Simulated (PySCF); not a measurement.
# Sm⁺: dipole response in x2c-TZVPPall plus 1 even-tempered diffuse shell per l

Aim: the static polarisability and the C₆ coefficient of Sm⁺, method by method.

Program: PySCF 2.14.0. Level of theory: unrestricted determinants in a Gaussian basis, no spin-orbit coupling in the energies. These are calculated values, not measurements, unless marked.

**1. The atom as given**

- Element: samarium (Z = 62)
- Basis: x2c-TZVPPall with one added diffuse shell each of s, p, d, f type (12s8p8d5f2g, 129 functions)
- Hamiltonian: the spin-free X2C one-electron Hamiltonian (Gaussian nucleus)
- State 1: Sm⁺: [Xe] 4f6 6s1, high-spin 8F determinant
- Methods: UHF

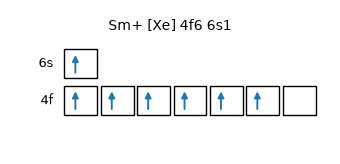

Outer shells as boxes.

One driver process ran all states and methods and kept the integrals in memory. Each run is shown as a PySCF script that sums up its settings (the driver passes frozen orbitals as a list and adds second-order terms of double hybrids); the logs are those of the runs themselves. The driver starts from symmetry-adapted Hartree-Fock orbitals, holds the occupation by maximum overlap and uses a logarithmic radial grid for functionals, so a plain start would take other cycles.

The integrals over 129 functions and the set-up took 22 s of CPU time.

**2. Sm⁺, at UHF**

Level: UHF.

Input file input.py:

```python
from pyscf import gto, scf, dft, mp, cc
import basis_set_exchange as bse
mol = gto.M(atom="Sm 0 0 0", charge=1, spin=7, symmetry="D2h",
            basis=gto.basis.parse(bse.get_basis("x2c-TZVPPall", elements=["Sm"], fmt="nwchem", augment_diffuse=1)),
            nucmod="G")
mf = scf.UHF(mol).sfx2c1e()
mf.irrep_nelec = {'Ag': (10, 9), 'B1g': (2, 2), 'B2g': (2, 2), 'B3g': (2, 2), 'Au': (1, 0), 'B1u': (6, 4), 'B2u': (6, 4), 'B3u': (5, 4)}
mf.kernel()
```

Output:

```text
damping factor = 0
level_shift factor = 0
DIIS = <class 'pyscf.scf.diis.CDIIS'>
diis_start_cycle = 1
diis_space = 10
diis_damp = 0
SCF conv_tol = 1e-09
SCF conv_tol_grad = None
number electrons alpha = 34  beta = 27
cycle= 1 E= -10422.5598580809  delta_E= -0.00634  |g|= 0.0231  |ddm|= 0.0575
cycle= 2 E= -10422.5599239772  delta_E= -6.59e-05  |g|= 0.00329  |ddm|= 0.00813
cycle= 3 E= -10422.5599290951  delta_E= -5.12e-06  |g|= 0.00137  |ddm|= 0.00349
cycle= 4 E= -10422.5599301278  delta_E= -1.03e-06  |g|= 0.000796  |ddm|= 0.00165
cycle= 5 E= -10422.559930822  delta_E= -6.94e-07  |g|= 0.000278  |ddm|= 0.00164
cycle= 6 E= -10422.5599313032  delta_E= -4.81e-07  |g|= 0.000184  |ddm|= 0.0017
cycle= 7 E= -10422.5599318194  delta_E= -5.16e-07  |g|= 7.53e-05  |ddm|= 0.00315
cycle= 8 E= -10422.559931907  delta_E= -8.76e-08  |g|= 1.86e-05  |ddm|= 0.00166
cycle= 9 E= -10422.5599319093  delta_E= -2.33e-09  |g|= 4.07e-06  |ddm|= 0.000268
cycle= 10 E= -10422.5599319093  delta_E= -4.37e-11  |g|= 6.32e-07  |ddm|= 2.97e-05
converged SCF energy = -10422.5599319093  <S^2> = 15.755697  2S+1 = 8.001424
```

CPU time 98 s on a shared host, the integrals not counted.

Orbital energies by shell (radii are means over both spins):

```csv
shell,electrons,mean orbital energy (eV),spread (eV),rms radius (bohr)
1s α,1,-47067.8,0,0.0259
1s β,1,-47067.8,0,0.0259
2s α,1,-7811.9,0,0.105
2s β,1,-7811.9,0,0.105
2p α,3,-6972.3,0.248,0.0941
2p β,3,-6972.2,0.262,0.0941
3s α,1,-1765.8,0,0.271
3s β,1,-1762.6,0,0.271
3p α,3,-1497.0,0.838,0.272
3p β,3,-1493.3,1.557,0.272
3d α,5,-1127.6,0.275,0.250
3d β,5,-1123.7,1.202,0.250
4s α,1,-381.10,0,0.616
4s β,1,-371.87,0,0.616
4p α,3,-290.38,0.600,0.654
4p β,3,-280.11,2.743,0.654
4d α,5,-159.76,1.680,0.726
4d β,5,-146.26,2.297,0.726
5s α,1,-61.186,0,1.53
5s β,1,-57.075,0,1.53
5p α,3,-36.349,0.478,1.79
5p β,3,-33.229,1.216,1.79
4f α,6,-19.392,2.337,1.06
6s α,1,-10.359,0,4.35
```

⟨S²⟩ = 15.756, ⟨L²⟩ = 12.02.

The driver then solved the coupled dipole response at imaginary frequencies: mean α = 121.2 bohr³ (xx, yy, zz: 124.1, 124.1, 115.4), C₆ = 1212 au for a like pair.

Spin-orbit coupling, absent here, splits the open shell strongly.

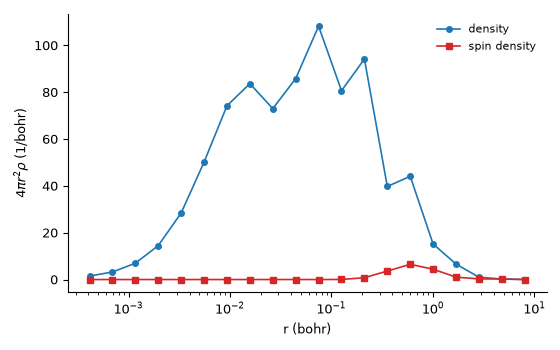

Radial density 4πr²ρ of Sm⁺ at UHF, without picture-change correction, at 20 stored radii joined by straight lines.

**3. The response side by side**

Sm⁺, in atomic units:

```csv
method,mean α,C₆ (like pair),S(−4)
UHF,121.2,1212,12390
```

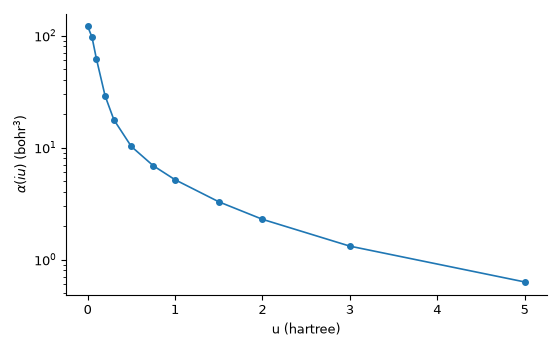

α(iu) of Sm⁺, the polarisability at imaginary frequency, on a logarithmic scale.

**4. Outcome**

```
quantity              value
α of Sm⁺  121.2 (UHF) bohr³
```

**Reading.** A single London oscillator with the computed α and C₆ of Sm⁺ at UHF would have ω = 4 C₆ / (3 α²) = 0.110 hartree. The basis is finite, and no extrapolation was made.
